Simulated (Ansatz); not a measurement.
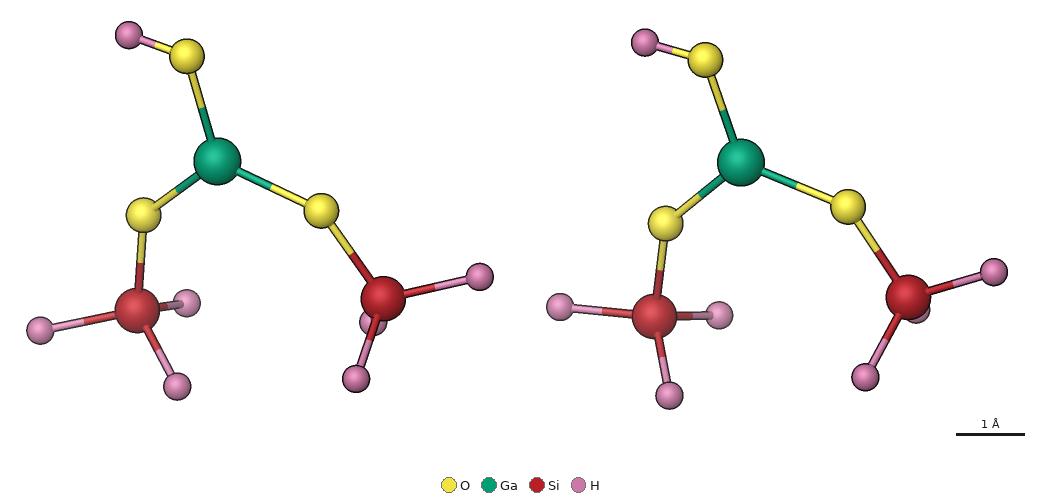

Two geometries of GaSi₂H₇O₃, drawn at one scale. One is the start of a relaxation, the other its converged end. Style: ball-and-stick. Shown at a tilt.

Theory: RKS PBE0-D4/def2-TZVP in Ansatz. Set-up: force threshold 0.005 eV/Å; at most 150 steps.

Question: Which one is relaxed?

Answer: The left one is the relaxed one. The start comes from GFN2-xTB. The largest move after the best rigid fit is that of an H atom, 0.46 Å. By element the largest moves are H 0.46 Å, O 0.20 Å, Si 0.14 Å, Ga 0.06 Å. Among the contacts that change: Ga–O 1.734 → 1.763 Å, H–Si 1.464 → 1.485 Å, Ga–O 1.750 → 1.769 Å. Among the angles between lasting bonds that change: O–Si–H 99.9° → 108.6°, Ga–O–Si 143.6° → 138.6°, H–Si–H 113.3° → 109.0°. Groups turn about O–Si by about 25°, O–Si by about 25°. After 12 geometry steps the energy has fallen by 19.4 kJ/mol. The largest force component goes from 0.76 to 0.0014 eV/Å.
